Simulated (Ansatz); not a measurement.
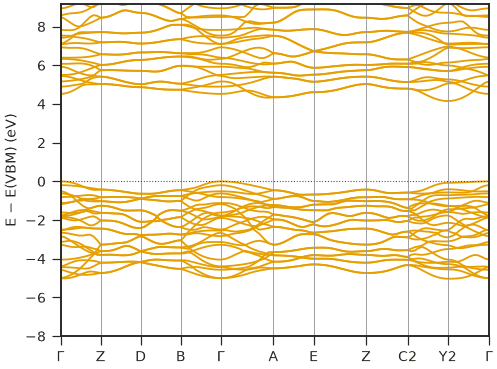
Figure. Band structure from the program Ansatz at the r²SCAN level (PAW)

Problem. Read off the gap and where the band edges lie.

Solution. About 4.2 eV (4.15 eV by a search for the band edges); maximum at Γ, minimum at Y2.

Problem. Which of these materials gives this?
A) ZrO2, P2_1/c (Zr on 4e, O on 4e, O on 4e)
B) KLaGeS4, P2_1 (Pearson symbol mP14)
C) YSeO3, P2_1/c (Pearson symbol mP40)
D) HfO2, P2_1/c (Hf on 4e, O on 4e, O on 4e)

Solution. A, ZrO2, P2_1/c (Zr on 4e, O on 4e, O on 4e)

Symmetry was held in the r²SCAN relaxation. No spin polarisation was allowed. Scalar-relativistic: spin–orbit coupling is off unless named, which matters more the heavier the elements.

Potentials: the later of the program's two PAW sets.
